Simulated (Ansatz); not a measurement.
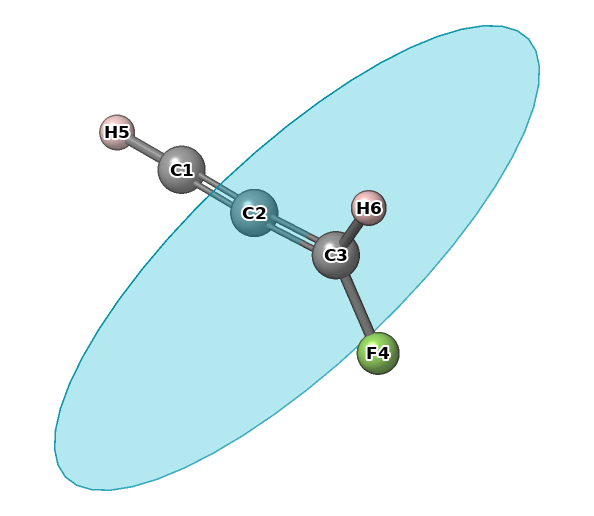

A disc through the centre of mass is drawn in. Depth is shown by fading: the farther an atom, the more it takes the colour of the background. The species has charge +1 and is a spin singlet. The geometry was computed by an optimisation with PBE0-D4/def2-TZVP. No frequency run is at hand to confirm it as a minimum.

**Is the plane of the disc a mirror plane of the structure?**

No. The point group is Cs, with 1 mirror plane, and this plane isn't one of its mirror planes.
